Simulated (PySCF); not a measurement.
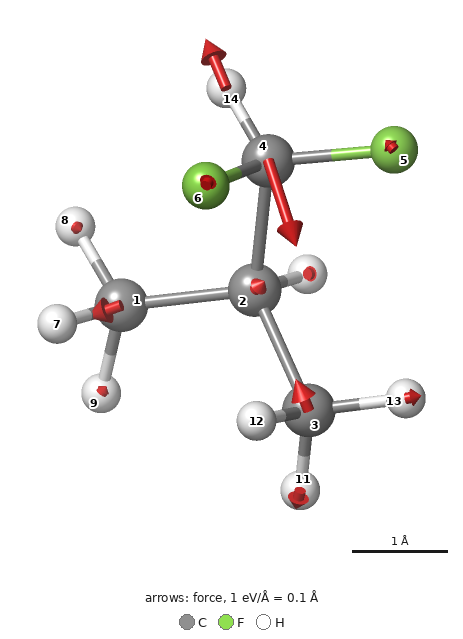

Starting geometry of C4H8F2 with the computed forces as red arrows. The picture is a ball-and-stick view, seen at a tilt.

The start comes from MMFF94s. Its atoms were then displaced at random by about 0.03 Å.

Theory: PBE0-D3(BJ)/def2-SVP geometry optimisation, gas phase (PySCF 2.14.0, density-fitted response routines). 

**Is this structure relaxed? If not, where do the atoms go?**

It isn't relaxed: the largest force vector, on a C atom, is 10.59 eV/Å. The final displacements follow the starting forces only in part (cosine between the two patterns 0.66). Over 7 geometry steps the energy falls by 1.016 eV. The atom that moves furthest after the best rigid fit is a C atom (0.12 Å). By element the largest moves are C 0.12 Å, H 0.09 Å, F 0.04 Å. Some distances before and after: C–H 0.975 → 1.105 Å, C–C 1.454 → 1.523 Å, C–C 1.581 → 1.515 Å, C–H 1.036 → 1.101 Å. Among the angles between lasting bonds that change: F–C–H 118.0° → 107.9°, H–C–H 99.5° → 108.0°, C–C–F 103.6° → 110.7°.
